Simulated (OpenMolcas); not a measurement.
## Predicting a hybrid from its neighbours: C2H3Ge

C2H3Ge: 6 atoms, total charge 0, spin state doublet. As SMILES, `[C]#[C][GeH3]`. The coordinates come from a PBE0-D4/def2-TZVP relaxation.

The dipole moment y, in D, basis def2-SVPD; a is the functional's share of exact exchange. Programs: OpenMolcas 26.06.

```
functional     program     a  y (D)
     UBLYP  OpenMolcas     0   1.20
  U-revPBE  OpenMolcas     0   1.15
    UB3LYP  OpenMolcas   0.2   1.11
     UPBE0  OpenMolcas  0.25      ?
    UBHLYP  OpenMolcas   0.5   1.03
```

Task: Fit y = c + s·a to the known rows and predict UPBE0.

Result: 
1. Means of the 4 rows: a = 0.1750, y = 1.123.
2. Σ(Δa)² = 0.1675, Σ(Δa·Δy) = -0.04875, so the slope is -0.04875/0.1675 = -0.29104.
3. Intercept: 1.123 − (-0.29104) × 0.1750 = 1.174. The largest residual of the fit is 0.026.
4. UPBE0: 1.174 + (-0.29104) × 0.25 = 1.10 D.

The run gave 1.08 D, so the prediction is off by +0.02 D, within the largest residual. The rows mix families of semi-local functionals, which the line can't see.

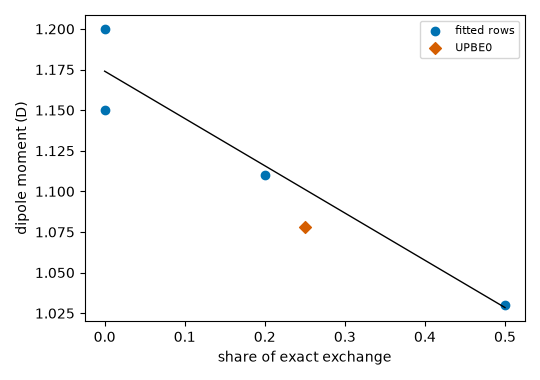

The fitted line, with the withheld row.
